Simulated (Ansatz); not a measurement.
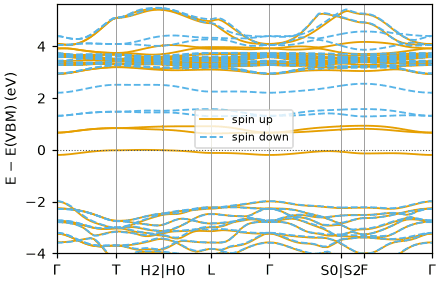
Band structure from DFT-r²SCAN in the program Ansatz with PAW potentials

The gap is 0.63 eV; an edge lies off the plotted path or next to a special point (maximum off the standard path, minimum at L).

### Question
Pick the material that matches.
(A) ZrCoF6, R-3 (Co on 3a, Zr on 3b, F on 18f)
(B) Cr2O3, corundum
(C) La2MgVO6, R-3 (La on 6c, Mg on 3b, V on 3a, O on 18f)
(D) RbNdO2, R-3m (Rb on 3a, Nd on 3b, O on 6c)

### Answer
C, La2MgVO6, R-3 (La on 6c, Mg on 3b, V on 3a, O on 18f)

The first step of the workflow began from a Materials Project structure, measured or hypothetical; the Crystallography Open Database copy checked does not list it. With Mg and V taken as one species the cell has the higher symmetry R-3c, so it may be an ordered model of a mixed-site phase. Whether it is the stable phase at ambient conditions was not checked. Symmetry was held in the r²SCAN relaxation; whether a distortion lowers the energy is not shown. Spin order of the final state: ferromagnetic, chosen from 3 collinear starts compared on coarse meshes (ties went to the first, and starts can fall back to one state), not a proven ground state. Other orbital occupations within this spin state were not tried. No Hubbard U is applied. Scalar-relativistic: spin–orbit coupling is off unless named, which matters more the heavier the elements.

Potentials: the later of the program's two PAW sets.
